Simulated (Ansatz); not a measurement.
## Nudged elastic band of SiH6SeO

System: SiH6SeO.
Method: RKS PBE0-D4/6-31G (Ansatz 0.2.0).

Figures and captions count atoms from 1; the log counts them from 0 in places.

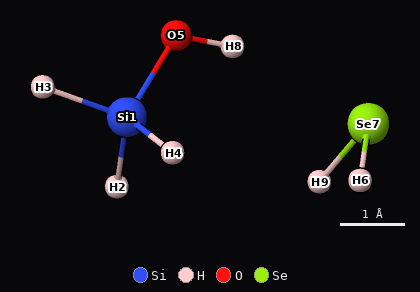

*The input geometry (ball-and-stick view, seen at a tilt; atoms are numbered from 1 in the order of the input).*

Bond lengths as drawn: H–O 0.97 Å, H–Se 1.47 Å, H–Si 1.48 to 1.49 Å and O–Si 1.64 Å.

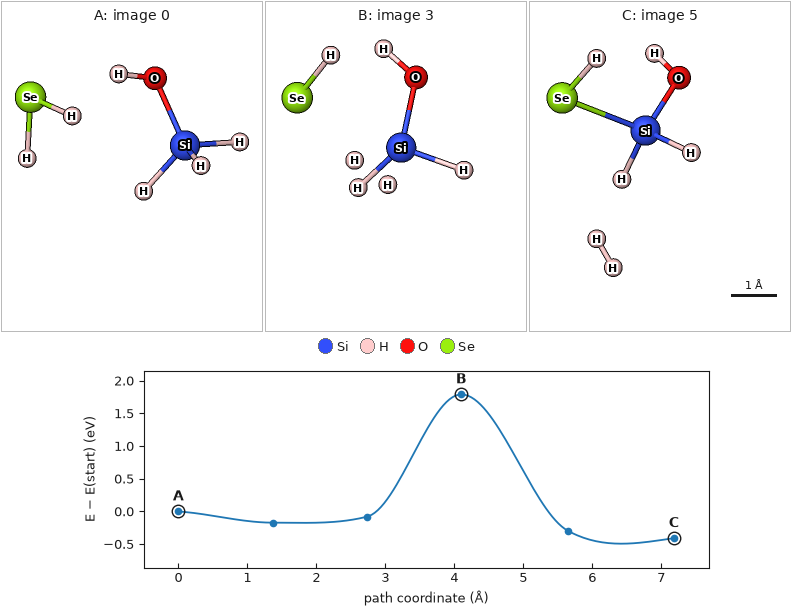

*Images of the last band (counted from 0; ball-and-stick, seen at a tilt) above the energy along the path; the line is a cubic interpolation that uses the forces.*

The highest image is number 3, 1.791 eV above the start and 2.200 eV above the end (the climbing image); the end lies 0.409 eV below the start. The path is 7.18 Å long. The band converged in 28 iterations. The end points carry forces over 0.1 eV/Å, so they aren't fully relaxed minima and the barriers are approximate.

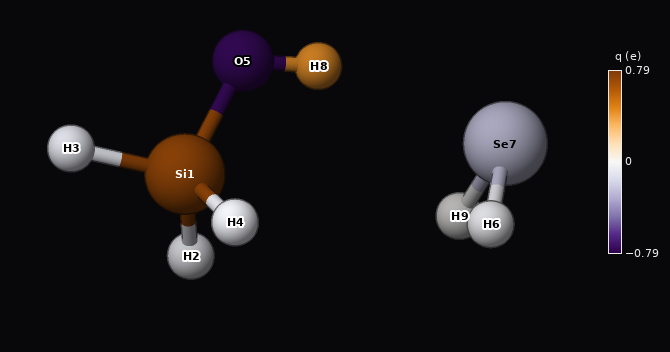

*Mulliken charges, as the colour of each atom (ball-and-stick view, seen at a tilt; atoms are numbered from 1 in the order of the input).*

By element: Si +0.74, H −0.07 to +0.43, O −0.75 and Se −0.22 e.

The input and output of the run follow.

### The input
```yaml
crystal:
  periodic: [false, false, false]
  atoms:
    - {symbol: Si, position_ang: [-1.087909, -0.999107, 0.275644]}
    - {symbol: H, position_ang: [-0.443696, -1.526611, -0.961754]}
    - {symbol: H, position_ang: [-2.406146, -1.649128, 0.461275]}
    - {symbol: H, position_ang: [-0.196510, -1.348129, 1.419229]}
    - {symbol: O, position_ang: [-1.366537, 0.616177, 0.183007]}
    - {symbol: H, position_ang: [2.330424, 0.786006, 0.479728]}
    - {symbol: Se, position_ang: [1.847128, 1.894702, -0.351989]}
    - {symbol: H, position_ang: [-0.583950, 1.167474, 0.051594]}
    - {symbol: H, position_ang: [1.907195, 1.058715, -1.556733]}
basis:
  gaussian: {orbitals: 6-31G}
hamiltonian: {xc: pbe0, dispersion: d4}
neb:
  images: 4
  climbing: true
  max_iterations: 40
  initial_path: idpp
  final_atoms:
    - {symbol: Si, position_ang: [-0.608197, 0.201424, 0.254079]}
    - {symbol: H, position_ang: [1.378746, -2.892681, -0.271196]}
    - {symbol: H, position_ang: [-0.979192, -0.699085, -0.856490]}
    - {symbol: H, position_ang: [-0.412023, -0.542736, 1.523664]}
    - {symbol: O, position_ang: [-1.830976, 1.293505, 0.340126]}
    - {symbol: H, position_ang: [1.658362, -2.208033, -0.378952]}
    - {symbol: Se, position_ang: [1.429359, 1.158272, -0.091067]}
    - {symbol: H, position_ang: [-1.701688, 2.052659, 0.911605]}
    - {symbol: H, position_ang: [1.065609, 1.636776, -1.431768]}
```

Command:
```bash
ansatz run in.yaml --threads 4 --pin off --events-out ev --progress --plain --max-ram 9574MiB
```

### What the program printed
```
Functional definition: PBE0
  name "PBE0"
  cite "Adamo & Barone, J. Chem. Phys. 110, 6158 (1999) doi:10.1063/1.478522"
  cite "Perdew, Burke & Ernzerhof, Phys. Rev. Lett. 77, 3865 (1996) doi:10.1103/PhysRevLett.77.3865"
  parent pbe
  parameter a = 0.25
  parameter kappa = 0.804
  parameter beta = 0.06672455060314922
  exchange = (1 - a)*pbe_x(kappa = kappa, mu = beta*pi^2/3) + a*exact_x
  correlation = pbe_c(beta = beta)
744 factors; integrals over basis functions are off by at most 2.1e-4 eV
mean field evaluation 1: about -75342.2685 eV, gradient 4.6e1 eV
mean field evaluation 2: about -75333.6346 eV, gradient 8.1e1 eV
mean field evaluation 4: about -75346.1694 eV, gradient 1.4e0 eV
mean field evaluation 8: about -75346.2076 eV, gradient 1.3e-2 eV
mean field -75346.20760626 eV, -2768.9220580362 hartree, gradient 4.0e-5 eV, S^2 0.000000; 0 other end points of the search recorded, 0 dependent functions left out
the calculation of the forces begins
reference -75346.20763538 eV, -2768.9220591063 hartree; 31, 31 occupied and 32, 32 virtual orbitals, 744 factors
743 factors; integrals over basis functions are off by at most 9.4e-4 eV
mean field evaluation 16: about -75334.6061 eV, gradient 8.0e1 eV
mean field -75346.59798406 eV, -2768.9364041558 hartree, gradient 7.8e-5 eV, S^2 0.000000; 0 other end points of the search recorded, 0 dependent functions left out
[... from here on the field's lines of each further geometry are left out, up to the last ...]
WARN: NEB end point (image 0): max|allowed force component| = 2.549e0 eV/Å (the criterion of neb.relax_end_points is 1.000e-2). That is over neb.f_tol: it is no minimum, so the barrier can be far off. Relax it first
WARN: NEB end point (image 5): max|allowed force component| = 2.383e0 eV/Å (the criterion of neb.relax_end_points is 1.000e-2). That is over neb.f_tol: it is no minimum, so the barrier can be far off. Relax it first
NEB iter   1: max|band force component| = 4.882e0 eV/Å  barrier→ = 5.7788 eV  barrier← = 6.1876 eV  Δτ_max = 0.2000 Å  (157 SCF iters)
NEB iter   2: max|band force component| = 3.853e0 eV/Å  barrier→ = 4.5441 eV  barrier← = 4.9530 eV  Δτ_max = 0.2000 Å  (120 SCF iters)
NEB iter   3: max|band force component| = 3.117e0 eV/Å  barrier→ = 3.4121 eV  barrier← = 3.8209 eV  Δτ_max = 0.2000 Å  (114 SCF iters)
NEB iter   4: max|band force component| = 4.637e0 eV/Å  barrier→ = 2.4344 eV  barrier← = 2.8432 eV  Δτ_max = 0.1031 Å  (113 SCF iters)
NEB iter   5: max|band force component| = 1.909e0 eV/Å  barrier→ = 2.1182 eV  barrier← = 2.5270 eV  Δτ_max = 0.2000 Å  (113 SCF iters)
NEB iter   6: max|band force component| = 1.278e0 eV/Å  barrier→ = 1.6107 eV  barrier← = 2.0195 eV  Δτ_max = 0.2000 Å  (113 SCF iters)
NEB iter   7: max|band force component| = 8.565e0 eV/Å  barrier→ = 2.0834 eV  barrier← = 2.4922 eV  Δτ_max = 0.1004 Å  (112 SCF iters)
NEB iter   8: max|band force component| = 4.631e0 eV/Å  barrier→ = 1.3880 eV  barrier← = 1.7968 eV  Δτ_max = 0.1996 Å  (113 SCF iters)
NEB iter   9: max|band force component| = 1.273e0 eV/Å  barrier→ = 1.0332 eV  barrier← = 1.4421 eV  Δτ_max = 0.1854 Å  (113 SCF iters)
NEB iter  10: max|band force component| = 6.427e-1 eV/Å  barrier→ = 0.7190 eV  barrier← = 1.1278 eV  Δτ_max = 0.1095 Å  (109 SCF iters)
NEB iter  11: max|band force component| = 9.397e-1 eV/Å  barrier→ = 0.5930 eV  barrier← = 1.0018 eV  CI = image 3  Δτ_max = 0.2000 Å  (110 SCF iters)
NEB iter  12: max|band force component| = 1.381e0 eV/Å  barrier→ = 1.0535 eV  barrier← = 1.4623 eV  CI = image 3  Δτ_max = 0.2000 Å  (106 SCF iters)
NEB iter  13: max|band force component| = 2.303e0 eV/Å  barrier→ = 1.2692 eV  barrier← = 1.6780 eV  CI = image 3  Δτ_max = 0.1000 Å  (114 SCF iters)
NEB iter  14: max|band force component| = 2.366e0 eV/Å  barrier→ = 1.4093 eV  barrier← = 1.8181 eV  CI = image 3  Δτ_max = 0.1999 Å  (115 SCF iters)
NEB iter  15: max|band force component| = 1.823e0 eV/Å  barrier→ = 1.6220 eV  barrier← = 2.0308 eV  CI = image 3  Δτ_max = 0.1939 Å  (109 SCF iters)
NEB iter  16: max|band force component| = 1.128e0 eV/Å  barrier→ = 2.0028 eV  barrier← = 2.4116 eV  CI = image 3  Δτ_max = 0.2000 Å  (112 SCF iters)
NEB iter  17: max|band force component| = 1.059e0 eV/Å  barrier→ = 1.9564 eV  barrier← = 2.3652 eV  CI = image 3  Δτ_max = 0.1023 Å  (117 SCF iters)
NEB iter  18: max|band force component| = 5.421e-1 eV/Å  barrier→ = 1.9318 eV  barrier← = 2.3406 eV  CI = image 3  Δτ_max = 0.1029 Å  (107 SCF iters)
NEB iter  19: max|band force component| = 3.625e-1 eV/Å  barrier→ = 1.8603 eV  barrier← = 2.2691 eV  CI = image 3  Δτ_max = 0.0781 Å  (109 SCF iters)
NEB iter  20: max|band force component| = 2.638e-1 eV/Å  barrier→ = 1.8176 eV  barrier← = 2.2264 eV  CI = image 3  Δτ_max = 0.0858 Å  (114 SCF iters)
NEB iter  21: max|band force component| = 2.315e-1 eV/Å  barrier→ = 1.8064 eV  barrier← = 2.2152 eV  CI = image 3  Δτ_max = 0.0354 Å  (112 SCF iters)
NEB iter  22: max|band force component| = 2.184e-1 eV/Å  barrier→ = 1.8010 eV  barrier← = 2.2098 eV  CI = image 3  Δτ_max = 0.0583 Å  (107 SCF iters)
NEB iter  23: max|band force component| = 1.722e-1 eV/Å  barrier→ = 1.7969 eV  barrier← = 2.2057 eV  CI = image 3  Δτ_max = 0.0517 Å  (112 SCF iters)
NEB iter  24: max|band force component| = 1.277e-1 eV/Å  barrier→ = 1.7941 eV  barrier← = 2.2029 eV  CI = image 3  Δτ_max = 0.0409 Å  (102 SCF iters)
NEB iter  25: max|band force component| = 8.153e-2 eV/Å  barrier→ = 1.7926 eV  barrier← = 2.2014 eV  CI = image 3  Δτ_max = 0.1981 Å  (105 SCF iters)
NEB iter  26: max|band force component| = 2.732e-1 eV/Å  barrier→ = 1.7920 eV  barrier← = 2.2009 eV  CI = image 3  Δτ_max = 0.0994 Å  (113 SCF iters)
NEB iter  27: max|band force component| = 6.796e-2 eV/Å  barrier→ = 1.7914 eV  barrier← = 2.2002 eV  CI = image 3  Δτ_max = 0.0393 Å  (104 SCF iters)
the calculation of the forces begins
reference -75346.63903144 eV, -2768.9379126190 hartree; 31, 31 occupied and 32, 32 virtual orbitals, 745 factors
these checks for a lower state are left out or cut short: stability, starts, cluster_reference, orbital_swaps, neighbouring_geometries, increment
745 factors; integrals over basis functions are off by at most 9.3e-4 eV
mean field -75346.65727786 eV, -2768.9385831628 hartree, gradient 4.0e-6 eV, S^2 0.000000; 0 other end points of the search recorded, 0 dependent functions left out
the calculation of the forces begins
reference -75346.65730475 eV, -2768.9385841510 hartree; 31, 31 occupied and 32, 32 virtual orbitals, 745 factors
NEB iter  28: max|band force component| = 3.311e-2 eV/Å  barrier→ = 1.7913 eV  barrier← = 2.2001 eV  CI = image 3  CI's point: of a kind that is not told: the force calls were inconclusive, a negative curvature could not be distinguished from the path's own, the only one lies far off the path, or fixed occupations may fill a level only in part  Δτ_max = 0.0000 Å  (926 SCF iters)
WARN: NEB end point (image 0): the path dips 0.171064 eV below it before the top, so the barrier from the dip is that much higher. The path crosses a lower well, or the end point is a saddle point, which neb.relax_end_points tests for
Total energy: -75344.53739373 eV, -2768.8606788580 hartree
Atom 0 at    -0.594230    -0.473319     0.527642 Å, force     0.005237     0.000115    -0.014224 eV/Å
Atom 1 at     0.601551    -1.556167    -0.373401 Å, force     0.008013    -0.000434     0.005379 eV/Å
Atom 2 at    -1.610629    -1.521603     0.203848 Å, force    -0.005959     0.000569    -0.002384 eV/Å
Atom 3 at     0.124193    -0.627478     1.826749 Å, force     0.004497    -0.000506     0.005462 eV/Å
Atom 4 at    -1.542358     0.922317     0.230986 Å, force     0.020128     0.019095     0.007570 eV/Å
Atom 5 at     1.157696    -0.824244    -0.486982 Å, force    -0.003892    -0.010034    -0.003549 eV/Å
Atom 6 at     1.739875     1.018040    -0.399469 Å, force    -0.009254     0.002075     0.002022 eV/Å
Atom 7 at    -1.129506     1.802719     0.258900 Å, force    -0.019362    -0.009191    -0.003087 eV/Å
Atom 8 at     1.253407     1.259834    -1.788273 Å, force     0.000593    -0.001688     0.002811 eV/Å
Dipole moment:    -0.276833    -0.273259     0.113784 e Å
```

### The last band as extended XYZ (Å, eV, eV/Å)
```
9
Properties=species:S:1:pos:R:3:forces:R:3 image=0 energy=-75346.32865
Si   -1.0879   -0.9991    0.2756    0.0041  -2.5487   0.2122
H    -0.4437   -1.5266   -0.9618    0.1826  -0.1961  -0.3078
H    -2.4061   -1.6491    0.4613   -0.2142  -0.1729   0.0324
H    -0.1965   -1.3481    1.4192    0.2430  -0.1544   0.2796
O    -1.3665    0.6162    0.1830   -0.3183   2.2906  -0.1565
H     2.3304    0.7860    0.4797    0.1735  -0.2569   0.2527
Se    1.8471    1.8947   -0.3520   -0.1683   0.3906   0.0887
H    -0.5839    1.1675    0.0516    0.0567   0.8273  -0.0486
H     1.9072    1.0587   -1.5567    0.0408  -0.1795  -0.3527
9
Properties=species:S:1:pos:R:3:forces:R:3 image=1 energy=-75346.49972
Si   -1.0687   -1.0025    0.5196    0.0026  -0.0027  -0.0001
H    -0.0387   -1.6029   -0.4124   -0.0011  -0.0027   0.0020
H    -2.3811   -1.6897    0.3180   -0.0020   0.0023  -0.0010
H    -0.5829   -1.2339    1.9299   -0.0013  -0.0001   0.0008
O    -1.3549    0.6632    0.1755    0.0011   0.0009  -0.0024
H     2.4135    0.3549   -0.2610    0.0032  -0.0004  -0.0009
Se    1.9603    1.7498   -0.4974    0.0005   0.0027  -0.0007
H    -0.6173    1.2972    0.1533   -0.0015  -0.0009   0.0022
H     1.6698    1.4639   -1.9255   -0.0015   0.0009   0.0000
9
Properties=species:S:1:pos:R:3:forces:R:3 image=2 energy=-75346.40783
Si   -0.8505   -0.8146    0.5290   -0.0255  -0.0956   0.0075
H     0.1612   -1.4085   -0.4337   -0.1052   0.0449  -0.0111
H    -2.0501   -1.6966    0.4965   -0.1005  -0.0393   0.0926
H    -0.1764   -0.7987    1.8775   -0.0563  -0.0292   0.0180
O    -1.4312    0.7436    0.0696    0.0204  -0.0046  -0.0398
H     1.7230   -0.2294   -0.4987    0.1266   0.1366  -0.0045
Se    2.0818    1.2190   -0.4567    0.0607   0.0307  -0.0321
H    -0.8967    1.5432    0.1939    0.0564  -0.0633  -0.0081
H     1.4388    1.4421   -1.7774    0.0234   0.0198  -0.0224
9
Properties=species:S:1:pos:R:3:forces:R:3 image=3 energy=-75344.53737
Si   -0.5942   -0.4733    0.5276    0.0052   0.0001  -0.0142
H     0.6016   -1.5562   -0.3734    0.0080  -0.0004   0.0054
H    -1.6106   -1.5216    0.2038   -0.0060   0.0006  -0.0024
H     0.1242   -0.6275    1.8267    0.0045  -0.0005   0.0055
O    -1.5424    0.9223    0.2310    0.0201   0.0191   0.0076
H     1.1577   -0.8242   -0.4870   -0.0039  -0.0100  -0.0035
Se    1.7399    1.0180   -0.3995   -0.0093   0.0021   0.0020
H    -1.1295    1.8027    0.2589   -0.0194  -0.0092  -0.0031
H     1.2534    1.2598   -1.7883    0.0006  -0.0017   0.0028
9
Properties=species:S:1:pos:R:3:forces:R:3 image=4 energy=-75346.62184
Si   -0.4802   -0.0191    0.5379    0.0368   0.1861  -0.0172
H     0.9450   -2.2039   -0.4483    0.1504  -0.2738  -0.0566
H    -1.1230   -1.2386   -0.0445    0.2019   0.1247  -0.1631
H     0.0637   -0.3361    1.9033   -0.0556   0.0896   0.0255
O    -1.7281    1.1593    0.4356   -0.0637   0.1108   0.0847
H     1.3706   -1.6003   -0.5555    0.0953  -0.3344  -0.0287
Se    1.4534    1.0145   -0.4259   -0.1168  -0.0022   0.0381
H    -1.4780    2.0955    0.4273   -0.1609   0.1246   0.0919
H     0.9765    1.1289   -1.8300   -0.0876  -0.0254   0.0254
9
Properties=species:S:1:pos:R:3:forces:R:3 image=5 energy=-75346.73746
Si   -0.5172    0.2932    0.3486    1.0415  -2.3828   0.0982
H     1.2190   -2.9757    0.0370    0.0292   0.0890  -0.0460
H    -1.1794   -0.7921   -0.4035   -0.1112  -0.2183  -0.1552
H    -0.0047   -0.1791    1.6595    0.1336  -0.1321   0.2952
O    -1.6593    1.4632    0.4971   -1.5240   1.6600   0.1359
H     1.4699   -2.3508   -0.2871   -0.0259  -0.0967   0.0474
Se    1.3711    1.0083   -0.7046    0.8597   0.2541  -0.1966
H    -1.3739    2.3145    0.8341   -0.3506   0.7340   0.2160
H     0.6745    1.2186   -1.9811   -0.0524   0.0928  -0.3949
```

### Key numbers

```tsv
quantity	value
outcome	converged
barrier, forward	1.791 eV
barrier, backward	2.200 eV
dipole moment (one image of the band)	1.95 D
hardware	4 threads of Arm Neoverse V1, 23 GiB of memory available, shared host
wall time	2.4 min (CPU time 7.9 min)
peak memory	0.44 GiB
```
